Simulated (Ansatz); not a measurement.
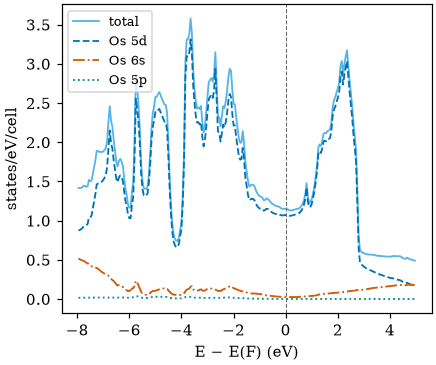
*Total and projected density of states of Os (hcp (Mg type), space group No. 194), r²SCAN (plane waves, PAW; program Ansatz)*

Which orbitals carry the states next to the Fermi level?

Within 0.5 eV of the Fermi level: Os 5d 93 %. Projections are on Löwdin-orthogonalised atomic valence shells; empty p or d shells of many metals are not among them.

Where is the tallest occupied peak in this window, and what makes it?

Near -3.6 eV, about 3.6 states/eV per cell; the largest projected share is Os 5d.

Space group P6_3/mmc (hcp (Mg type)). Symmetry was held in the r²SCAN relaxation. No spin polarisation was allowed. Spin–orbit coupling is left out wherever it is not named.

Potentials: the earlier of the program's two PAW sets. The files were generated under PBE; for other functionals the program regenerates the frozen cores, and for LDA and PBEsol the local potential too.
